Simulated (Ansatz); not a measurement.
# GeN2H4F2 (SMILES [NH2][Ge]([NH2])([F])[F]): PBE0/6-31G(d) (spherical functions)

Aim: the energy change on altering one bond length of GeN2H4F2 at PBE0/6-31G* (spherical functions), from 2 runs. 

Program for the calculation: Ansatz 0.2.0.

47 further runs of the same task are left out: 47 set aside as unsound or not needed. Runs told in other sessions of the task aren't counted.

**1. The structure to begin with**

GeN2H4F2: 9 atoms, total charge 0, spin state singlet. As SMILES, `[NH2][Ge]([NH2])([F])[F]`. Geometry: relaxed at PBE0-D4/def2-TZVP. This is one conformer, not always the lowest.

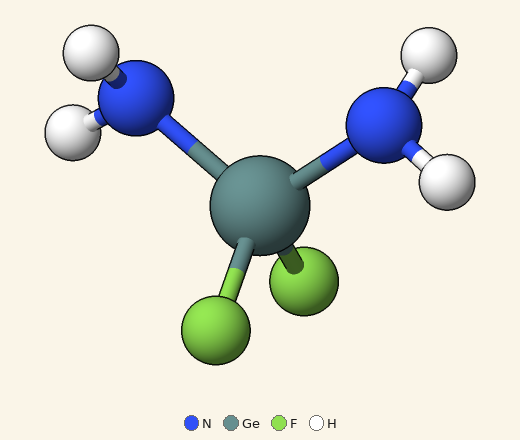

The structure, seen from a chosen angle (nitrogen blue, germanium teal, fluorine green, hydrogen white).

**2. A single-point energy at PBE0/6-31G(d) (spherical functions)**

Contents of run.yaml:

```yaml
crystal:
  periodic: [false, false, false]
  atoms:
    - {symbol: N, position_ang: [-0.357200, 1.470600, -0.432900]}
    - {symbol: Ge, position_ang: [0.131100, -0.254300, -0.371100]}
    - {symbol: "N", position_ang: [0.088800, -0.889600, 1.305800]}
    - {symbol: F, position_ang: [-0.830100, -1.356500, -1.291000]}
    - {symbol: F, position_ang: [1.658800, -0.315400, -1.175700]}
    - {symbol: H, position_ang: [-1.289100, 1.676100, -0.105200]}
    - {symbol: H, position_ang: [-0.173100, 1.942600, -1.305600]}
    - {symbol: H, position_ang: [0.163500, -1.892200, 1.392000]}
    - {symbol: H, position_ang: [0.695700, -0.427900, 1.966600]}
basis:
  gaussian:
    orbitals: 6-31G_st_-spherical.json
total_charge: 0
hamiltonian:
  xc: {name: PBE0}
accuracy: high
output:
  orbitals: {seedname: orbitals}
```

The basis set 6-31G* is read from a file made from the Basis Set Exchange's data (not shown).

On the command line:

```bash
$ ansatz run run.yaml --threads 1 --pin off --max-ram 2610MiB --events-out events.jsonl --progress --plain --runs-dir runs
```

The log of the run:

```text
Warning: RAYON_NUM_THREADS=1 ignored (pool sized by the plan → 1); use --threads N
Functional definition: PBE0
  name "PBE0"
  parameter a = 0.25
  parameter kappa = 0.804
  parameter beta = 0.06672455060314922
  exchange = (1 - a)*pbe_x(kappa = kappa, mu = beta*pi^2/3) + a*exact_x
  correlation = pbe_c(beta = beta)
2159 factors; integrals over basis functions are off by at most 4.3e-9 eV
mean field evaluation 1: about -64965.8859 eV, gradient 7.5e1 eV
mean field evaluation 2: about -64957.6064 eV, gradient 9.9e1 eV
mean field evaluation 4: about -64975.9449 eV, gradient 2.8e0 eV
mean field evaluation 8: about -64976.1688 eV, gradient 3.1e-1 eV
mean field evaluation 16: about -64976.1690 eV, gradient 5.5e-5 eV
mean field -64976.16899263 eV, -2387.8301680498 hartree, gradient 7.0e-8 eV, S^2 0.000000; 0 other end points of the search recorded, 0 dependent functions left out
reference -64976.16899579 eV, -2387.8301681661 hartree; 34, 34 occupied and 62, 62 virtual orbitals, 2159 factors
Total energy: -64976.16899579 eV, -2387.8301681661 hartree
```

Wall time 12 s (1 thread of Arm Neoverse V1, shared host); peak memory 0.38 GiB.

**3. The distorted shape at the same level**

Contents of job.yaml:

```yaml
crystal:
  periodic: [false, false, false]
  atoms:
    - {symbol: "N", position_ang: [0.108768, 1.367846, -0.596756]}
    - {symbol: Ge, position_ang: [0.597068, -0.357054, -0.534956]}
    - {symbol: "N", position_ang: [0.554768, -0.992354, 1.141944]}
    - {symbol: F, position_ang: [-0.364132, -1.459254, -1.454856]}
    - {symbol: F, position_ang: [2.124768, -0.418154, -1.339556]}
    - {symbol: H, position_ang: [-1.289100, 1.676100, -0.105200]}
    - {symbol: H, position_ang: [0.292868, 1.839846, -1.469456]}
    - {symbol: H, position_ang: [0.629468, -1.994954, 1.228144]}
    - {symbol: H, position_ang: [1.161668, -0.530654, 1.802744]}
basis:
  gaussian:
    orbitals: 6-31G_st_-spherical.json
hamiltonian:
  xc: pbe0
accuracy: high
output: {orbitals: {seedname: orbitals}}
```

The basis set 6-31G* is read from a file made from the Basis Set Exchange's data (not shown).

On the command line:

```bash
$ ansatz run job.yaml --threads 1 --pin off --max-ram 2610MiB --events-out events.jsonl --progress --plain --runs-dir runs
```

The log of the run, cut to the lines that bear on the results:

```text
Warning: RAYON_NUM_THREADS=1 ignored (pool sized by the plan → 1); use --threads N
[... 7 set-up lines as earlier in the session ...]
2160 factors; integrals over basis functions are off by at most 4.3e-9 eV
mean field evaluation 1: about -64962.7504 eV, gradient 7.6e1 eV
mean field evaluation 2: about -64949.9110 eV, gradient 1.1e2 eV
mean field evaluation 4: about -64973.5731 eV, gradient 5.7e0 eV
mean field evaluation 8: about -64973.8313 eV, gradient 3.7e-1 eV
mean field evaluation 16: about -64973.8316 eV, gradient 2.5e-4 eV
mean field -64973.83159175 eV, -2387.7442701521 hartree, gradient 4.4e-8 eV, S^2 0.000000; 0 other end points of the search recorded, 0 dependent functions left out
reference -64973.83159489 eV, -2387.7442702674 hartree; 34, 34 occupied and 62, 62 virtual orbitals, 2160 factors
Total energy: -64973.83159489 eV, -2387.7442702674 hartree
```

Run time: 12 s. Hardware: 1 thread of Arm Neoverse V1, shared host; peak memory 0.38 GiB.

**4. What came out**

At PBE0/6-31G* (spherical functions):

```
                                                         quantity           value
                                        first shape: total energy  -2387.83017 Eh
                                         first shape: HOMO energy        -7.97 eV
                                         first shape: LUMO energy         0.44 eV
                                       first shape: HOMO–LUMO gap         8.41 eV
                                    distorted shape: total energy  -2387.74427 Eh
                                     distorted shape: HOMO energy        -7.84 eV
                                     distorted shape: LUMO energy        -1.56 eV
                                   distorted shape: HOMO–LUMO gap         6.28 eV
energy change with the N1–H6 bond stretched from 1.009 to 1.514 Å        2.337 eV
```

What this shows: With the N1–H6 bond stretched from 1.009 to 1.514 Å the energy rises by 2.34 eV (54 kcal/mol). The first shape isn't relaxed at this level, so the change isn't measured from a minimum.
